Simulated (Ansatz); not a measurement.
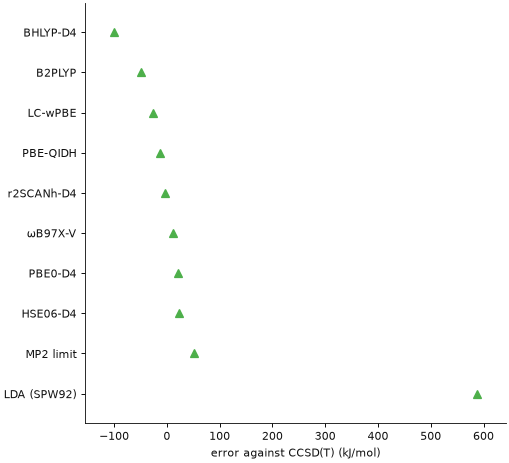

Error in the electronic atomisation energy (method less reference, so positive means overbinding) of C₃H₇ClSi, SMILES C=C(Cl)[SiH2]C: functionals in def2-TZVPP against frozen-core CCSD(T) at the limit (MP2 extrapolated from triple and quadruple zeta, plus CCSD(T) less MP2 in a smaller set), which gives 4433.1 kJ/mol, at a PBE0-D4/def2-TZVP geometry (a minimum by its frequencies), no zero-point or spin-orbit term, the Ansatz code. The reference leaves out core correlation, a term that grows with the number of heavy atoms. B2PLYP and PBE-QIDH hold a correlation term that converges slowly with the basis, so part of the distance to the limit is basis error. No dispersion term is added to B2PLYP, LC-wPBE and PBE-QIDH. Limit means the basis limit.

Question: What range do the values span?

Answer: From −99.7 kJ/mol (BHLYP-D4) to 587.4 kJ/mol (LDA (SPW92)).

Question: Give the values.

Answer:
```
      level  kJ/mol
   BHLYP-D4   −99.7
     B2PLYP   −49.3
    LC-wPBE   −27.2
   PBE-QIDH   −12.7
 r2SCANh-D4    −3.6
    ωB97X-V    10.8
    PBE0-D4    20.4
   HSE06-D4    23.3
  MP2 limit    52.2
LDA (SPW92)   587.4
```

Limits of at least one run: one conformer of a flexible molecule.
